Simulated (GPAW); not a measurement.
# Does fcc Co15Ir1 carry moments in GPAW?

Wanted: the moments of fcc Co15Ir1 and the energy gained by spin polarisation.

Calculated with GPAW 26.7.0; PBE; plane waves with GPAW's PAW setups, scalar-relativistic.

### 1. The structure

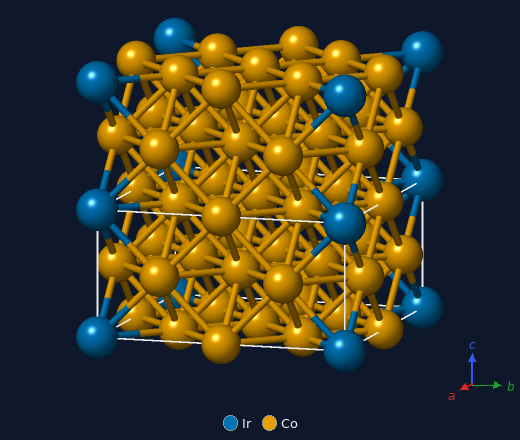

Start, viewed slightly off an axis; iridium blue, cobalt orange. 1×1×2 cells are drawn. Some periodic images of atoms are drawn too.

The cell is a made-up one and need not be a known phase.

### 2. Run 1 (ferro ++++++++++++++++)

The parallel start comes first: it fits the smallest cell, keeps the most symmetry and shows whether parallel moments form.

order1.py reads:

```python
import json
import numpy as np
from ase import Atoms
from ase.parallel import paropen, parprint
from gpaw import GPAW

atoms = Atoms(['Ir', 'Co', 'Co', 'Co', 'Co', 'Co', 'Co', 'Co', 'Co', 'Co', 'Co', 'Co', 'Co', 'Co', 'Co', 'Co'],
    cell=[[7.124875, 0.0, 0.0],
         [0.0, 7.124875, 0.0],
         [0.0, 0.0, 3.562438]],
    scaled_positions=[[0.0, 0.0, 0.0],
         [0.0, 0.25, 0.5],
         [0.25, 0.0, 0.5],
         [0.25, 0.25, 0.0],
         [0.0, 0.5, 0.0],
         [0.0, 0.75, 0.5],
         [0.25, 0.5, 0.5],
         [0.25, 0.75, 0.0],
         [0.5, 0.0, 0.0],
         [0.5, 0.25, 0.5],
         [0.75, 0.0, 0.5],
         [0.75, 0.25, 0.0],
         [0.5, 0.5, 0.0],
         [0.5, 0.75, 0.5],
         [0.75, 0.5, 0.5],
         [0.75, 0.75, 0.0]],
    pbc=True,
    magmoms=[0.3, 1.8, 1.8, 1.8, 1.8, 1.8, 1.8, 1.8, 1.8, 1.8, 1.8, 1.8, 1.8, 1.8, 1.8, 1.8])
atoms.calc = GPAW(mode={'name': 'pw', 'ecut': 450},
    xc='PBE',
    kpts={'size': (6, 6, 11), 'gamma': True},
    occupations={'name': 'fermi-dirac', 'width': 0.05},
    convergence={'density': 1e-05, 'energy': 1e-05},
    maxiter=200,
    mixer={'name': 'pulay', 'beta': 0.04, 'nmaxold': 8, 'weight': 100},
    symmetry={'tolerance': 1e-4},
    txt='order1.txt')
e = atoms.get_potential_energy(force_consistent=True)
res = {'free_energy': e, 'energy_sigma0': atoms.get_potential_energy(), 'fermi_energy': atoms.calc.get_fermi_level()}
res['moments'] = atoms.get_magnetic_moments().tolist()
res['total'] = atoms.get_magnetic_moment()
parprint('site moments (muB):', np.round(res['moments'], 3))
parprint(f"total moment: {res['total']:.3f} muB")
parprint(f'free energy: {e:.6f} eV')
atoms.calc.write('order1.gpw')
with paropen('results.json', 'w') as f:
    json.dump(res, f)
```

Command:

```sh
OMP_NUM_THREADS=1 mpirun -n 4 gpaw python order1.py > order1.log
```

Numbers of over 12 decimals in the logs are rounded to 6 here.

The log of the run:

```text
site moments (muB): [0.556 1.611 1.611 1.703 1.792 1.611 1.76  1.703 1.792 1.76  1.611 1.703
 1.774 1.76  1.76  1.703]
total moment: 25.300 muB
free energy: -130.386432 eV

--- order1.txt ---
Input parameters:
  mode=PW(ecut=450),
  convergence={'density': 1e-05, 'energy': 1e-05},
  kpts=MonkhorstPack(size=(6, 6, 11), gamma=True),
  maxiter=200,
  mixer=Pulay(name='pulay', nmaxold=8, beta=0.04, weight=100, sigma=0.015, g_ss=None),
  occupations=Occupations(name='fermi-dirac', width=0.05),
  symmetry=Symmetry(tolerance=0.0001),
  xc=XC(name='PBE')

Diagonalizing LCAO Hamiltonian
Converting LCAO to pw mode
     .-----------------.
    /|                 |
   / |                 |
  / Co       Co        |
 *   .-Co--------Co----.
 |Co/    CoCo     Co  /
 | CoCo     Co Co    /
 |/    Co       Co  /
 Ir-------Co-------*

Atoms  # Å, Bohr magnetons
|    | symbol |        x |        y |        z |    initial magnetic moments |
|----|--------|----------|----------|----------|-----------------------------|
|  0 |     Ir | 0.000000 | 0.000000 | 0.000000 | ( 0.0000,  0.0000,  0.3000) |
|  1 |     Co | 0.000000 | 1.781219 | 1.781219 | ( 0.0000,  0.0000,  1.8000) |
|  2 |     Co | 1.781219 | 0.000000 | 1.781219 | ( 0.0000,  0.0000,  1.8000) |
|  3 |     Co | 1.781219 | 1.781219 | 0.000000 | ( 0.0000,  0.0000,  1.8000) |
|  4 |     Co | 0.000000 | 3.562438 | 0.000000 | ( 0.0000,  0.0000,  1.8000) |
|  5 |     Co | 0.000000 | 5.343656 | 1.781219 | ( 0.0000,  0.0000,  1.8000) |
|  6 |     Co | 1.781219 | 3.562438 | 1.781219 | ( 0.0000,  0.0000,  1.8000) |
|  7 |     Co | 1.781219 | 5.343656 | 0.000000 | ( 0.0000,  0.0000,  1.8000) |
|  8 |     Co | 3.562438 | 0.000000 | 0.000000 | ( 0.0000,  0.0000,  1.8000) |
|  9 |     Co | 3.562438 | 1.781219 | 1.781219 | ( 0.0000,  0.0000,  1.8000) |
| 10 |     Co | 5.343656 | 0.000000 | 1.781219 | ( 0.0000,  0.0000,  1.8000) |
| 11 |     Co | 5.343656 | 1.781219 | 0.000000 | ( 0.0000,  0.0000,  1.8000) |
| 12 |     Co | 3.562438 | 3.562438 | 0.000000 | ( 0.0000,  0.0000,  1.8000) |
| 13 |     Co | 3.562438 | 5.343656 | 1.781219 | ( 0.0000,  0.0000,  1.8000) |
| 14 |     Co | 5.343656 | 3.562438 | 1.781219 | ( 0.0000,  0.0000,  1.8000) |
| 15 |     Co | 5.343656 | 5.343656 | 0.000000 | ( 0.0000,  0.0000,  1.8000) |

Unit cell  # Å
| periodic |        x |        y |        z |  lengths |    angles |
|----------|----------|----------|----------|----------|-----------|
|      yes | 7.124875 | 0.000000 | 0.000000 | 7.124875 | 90.000000 |
|      yes | 0.000000 | 7.124875 | 0.000000 | 7.124875 | 90.000000 |
|      yes | 0.000000 | 0.000000 | 3.562438 | 3.562438 | 90.000000 |

Number of symmetries: 16

BZ-sampling:
  Number of BZ points: 396
  Number of IBZ points: 60

  Monkhorst-Pack size: [6, 6, 11]
  Monkhorst-Pack shift: [0.083333, 0.083333, 0.0]

K-points  # in reciprocal-cell coordinates
|     |                                coordinates |     weight |
|-----|--------------------------------------------|------------|
|   0 | (  0.00000000,   0.00000000,   0.00000000) | 0.00252525 |
|   1 | (  0.00000000,   0.00000000,   0.09090909) | 0.00505051 |
|   2 | (  0.00000000,   0.00000000,   0.18181818) | 0.00505051 |
|   3 | (  0.00000000,   0.00000000,   0.27272727) | 0.00505051 |
|   4 | (  0.00000000,   0.00000000,   0.36363636) | 0.00505051 |
|   5 | (  0.00000000,   0.00000000,   0.45454545) | 0.00505051 |
|   6 | (  0.16666667,   0.00000000,   0.00000000) | 0.01010101 |
|   7 | (  0.16666667,   0.00000000,   0.09090909) | 0.02020202 |
|   8 | (  0.16666667,   0.00000000,   0.18181818) | 0.02020202 |
|   9 | (  0.16666667,   0.00000000,   0.27272727) | 0.02020202 |
| ... |                                            |            |
|  59 | (  0.50000000,   0.50000000,   0.45454545) | 0.00505051 |

Plane wave coefficients: 3940
Cutoff: 450.000000 eV

Spin-components: 2 (collinear spins)
Bands:           111
Projectors:      96
Spin-degeneracy: 1
Datatype:        complex128

Parallelization:
  kpt:    4
  domain: 1
  band:   1

Density:
  Valence electrons: 150.0
  Components: 2
  Grid points: [35 35 18]
  Charge: 0.0  # |e|

Potential:
  Grid points: [35 35 18]

species:
  Ir:
    name:    Iridium
    Z:       77.0
    valence: 15
    core:    62
    charge:  0.0  # [|e|]
    compensation charges:
      type: gauss
      rc: 0.40  # [Å]
      lmax: 2
    cutoffs:
      filter: 2.40  # [Å]
      core: 2.36  # [Å]
    projectors
    | kind |    occ | energy [eV] | rcut [Å] |
    |------|--------|-------------|----------|
    |   6s |  2.000 |      -6.307 |    1.296 |
    |   5p |  6.000 |     -54.741 |    1.328 |
    |   6p |  0.000 |      -1.224 |    1.328 |
    |   5d |  7.000 |      -7.169 |    1.286 |
    |    s |        |      20.905 |    1.296 |
    |    d |        |      20.043 |    1.286 |

    Using partial waves for Ir as LCAO basis

  Co:
    name:    Cobalt
    Z:       27.0
    valence: 9
    core:    18
    charge:  0.0  # [|e|]
    compensation charges:
      type: gauss
      rc: 0.32  # [Å]
      lmax: 2
    cutoffs:
      filter: 1.87  # [Å]
      core: 2.55  # [Å]
    projectors
    | kind |    occ | energy [eV] | rcut [Å] |
    |------|--------|-------------|----------|
    |   4s |  2.000 |      -5.469 |    1.005 |
    |   4p |  0.000 |      -1.277 |    1.058 |
    |   3d |  7.000 |      -8.205 |    1.005 |
    |    s |        |      21.742 |    1.005 |
    |    p |        |      25.934 |    1.058 |
    |    d |        |      19.007 |    1.005 |

    Using partial waves for Co as LCAO basis

Reference energy: -1053025.497921  # eV

eigensolver:
  PPCG
  Converge bands: occupied
  niter=2

density mixing:
  Pulay-Mixer
  Linear mixing parameters: 0.04
  Old densities: 8
  Fourier metric: weight=100, sigma=0.015

occupation numbers:
  Fermi-Dirac:
    width: 0.0500  # eV

poisson solver:
  ecut: 3600.000000  # eV

xc functional:
  name: PBE with 2 nearest neighbor stencil

convergence criteria:
- Maximum integral of absolute [dens]ity change: 1e-05 electrons / valence electron
- Maximum [total energy] change in last 3 cyles: 1e-05 eV / valence electron
- Maximum integral of absolute [eigenst]ate change: 4e-08 eV^2 / valence electron
maximum number of iterations: 200

SCF iterations
|iter     |      energy | eigst |  dens |  magmom |
|---------|-------------|-------|-------|---------|
|iter:   1|       0s | -130.185367 | +0.46 |       | +27.3410|
|iter:   2|      33s | -129.939223 | -1.07 | -1.19 | +27.1384|
|iter:   3|      66s | -129.770704 | -2.02 | -1.17 | +27.0516|
|iter:   4|      98s | -129.673240 | -2.61 | -1.28 | +26.8786|
|iter:   5|     131s | -129.664224 | -2.82 | -1.33 | +26.6061|
|iter:   6|     164s | -129.726904 | -3.08 | -1.41 | +26.3761|
|iter:   7|     197s | -129.881024 | -2.96 | -1.46 | +26.0395|
|iter:   8|     229s | -130.138324 | -2.61 | -1.53 | +25.4098|
|iter:   9|     262s | -130.213303 | -2.71 | -1.70 | +25.2238|
|iter:  10|     295s | -130.214183 | -3.23 | -1.73 | +25.1263|
[... 19 iterations left out ...]
|iter:  30|     917s | -130.300097c| -7.80c| -4.07 | +25.3053|
|iter:  31|     932s | -130.300095c| -7.79c| -4.08 | +25.3057|
|iter:  32|     948s | -130.300093c| -7.96c| -4.09 | +25.3037|
|iter:  33|     964s | -130.300092c| -8.07c| -4.14 | +25.3023|
|iter:  34|     988s | -130.300097c| -7.65c| -4.17 | +25.3019|
|iter:  35|    1004s | -130.300099c| -7.92c| -4.33 | +25.3009|
|iter:  36|    1019s | -130.300101c| -7.79c| -4.46 | +25.3000|
|iter:  37|    1035s | -130.300102c| -7.96c| -4.65 | +25.2999|
|iter:  38|    1051s | -130.300102c| -8.15c| -4.87 | +25.2997|
|iter:  39|    1066s | -130.300102c| -8.43c| -5.17c| +25.3001|

Converged in 39 steps
Energy contributions relative to reference atoms: (reference = -1053025.497921)

Energy contributions:
  Kinetic:         123.387410
  Coulomb:        -103.214406
  Zero:              3.565185
  External:          0.000000
  Xc:             -153.951962
  Entropy:          -0.172660
  Spinorbit:         0.000000
  ----------------------------
  Free energy:    -130.386432
  Extrapolated:   -130.300102

dipole moment: (-83.684986, -83.684986, -80.361077)  # |e|*Ang

Total magnetic moment: (0.000000, 0.000000, 25.300126)

Local magnetic moments
|        x |        y |        z |
|----------|----------|----------|
| 0.000000 | 0.000000 | 0.555768 |  # Ir   0
| 0.000000 | 0.000000 | 1.611327 |  # Co   1
| 0.000000 | 0.000000 | 1.611327 |  # Co   2
| 0.000000 | 0.000000 | 1.703201 |  # Co   3
| 0.000000 | 0.000000 | 1.791721 |  # Co   4
| 0.000000 | 0.000000 | 1.611327 |  # Co   5
| 0.000000 | 0.000000 | 1.759534 |  # Co   6
| 0.000000 | 0.000000 | 1.703201 |  # Co   7
| 0.000000 | 0.000000 | 1.791721 |  # Co   8
| 0.000000 | 0.000000 | 1.759534 |  # Co   9
| 0.000000 | 0.000000 | 1.611327 |  # Co  10
| 0.000000 | 0.000000 | 1.703201 |  # Co  11
| 0.000000 | 0.000000 | 1.774282 |  # Co  12
| 0.000000 | 0.000000 | 1.759534 |  # Co  13
| 0.000000 | 0.000000 | 1.759534 |  # Co  14
| 0.000000 | 0.000000 | 1.703201 |  # Co  15

Fermi level: 10.742
Eigenvalues  # (at kpt = [0.000, 0.000, 0.000])
| band index |      eig [eV] | occ [0-1] |      eig [eV] | occ [0-1] |
|------------|---------------|-----------|---------------|-----------|
|          0 |       -38.670 |     1.000 |       -38.273 |     1.000 |
|        ... |               |           |               |           |
|         66 |         9.124 |     1.000 |        10.883 |     0.057 |
|         67 |         9.148 |     1.000 |        10.907 |     0.036 |
|         68 |         9.174 |     1.000 |        10.907 |     0.036 |
|         69 |         9.223 |     1.000 |        11.029 |     0.003 |
|         70 |         9.223 |     1.000 |        11.033 |     0.003 |
|         71 |         9.431 |     1.000 |        11.436 |     0.000 |
|         72 |         9.431 |     1.000 |        11.436 |     0.000 |
|         73 |         9.484 |     1.000 |        11.488 |     0.000 |
|         74 |         9.548 |     1.000 |        11.527 |     0.000 |
|         75 |         9.790 |     1.000 |        11.866 |     0.000 |
|         76 |        10.092 |     1.000 |        11.980 |     0.000 |
|         77 |        10.123 |     1.000 |        11.991 |     0.000 |
|         78 |        10.123 |     1.000 |        11.997 |     0.000 |
|         79 |        10.152 |     1.000 |        12.000 |     0.000 |
|         80 |        10.167 |     1.000 |        12.003 |     0.000 |
|        ... |               |           |               |           |
|        110 |        21.929 |     0.000 |        22.477 |     0.000 |

No gap
No difference between direct/indirect transitions
```

The job ended after 19 min (4 MPI ranks of Arm Neoverse V1, shared host; peak memory 1.9 GiB).

Spin moment in the augmentation sphere by atom:

```tsv
atom	spin moment in the augmentation sphere (μB)
Ir1	0.56
Co2	1.61
Co3	1.61
Co4	1.70
Co5	1.79
Co6	1.61
Co7	1.76
Co8	1.70
Co9	1.79
Co10	1.76
Co11	1.61
Co12	1.70
Co13	1.77
Co14	1.76
Co15	1.76
Co16	1.70
```

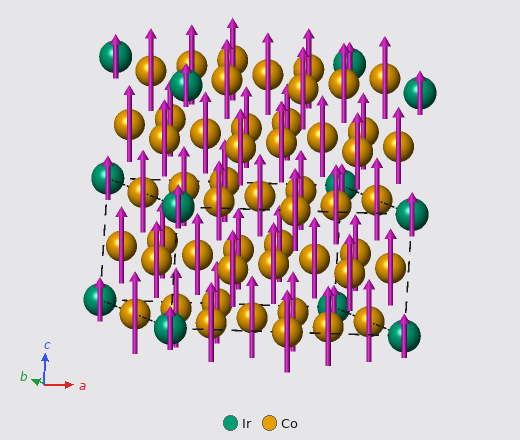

Spin moment in the augmentation sphere as arrows, the longest 1.79 μB. Up and down stand for the sign. Arrows give size and sign along the axis of quantisation, drawn up and down the page. Each arrow also spans its atom, so small moments look longer than they are. 1×1×2 cells are drawn. Some periodic images of atoms are drawn too.

This step gave:

| Property | Result |
| --- | --- |
| magnetization | 25.30 μB |
| final state | ferromagnetic |

After 39 cycles the largest moment stands at 1.79 μB.

(Part 1 of 2 ends here.)

[Logs and program files are shortened in this print: banners, set-up blocks, solver, clock and traceback lines can be left out without a mark of their own.]

[Logs are printed without paths, hosts, clocks, repeated set-up lines and the standing remarks that a program may print on its own settings, such as how far it seeks lower states.]

[Hosts, paths, dates, database ids (printed as entryN), source tags and the programs' standing remarks are cut or masked in the printed files.]

[Where a cell is said to come from a database of computed structures, the database is the Materials Project.]
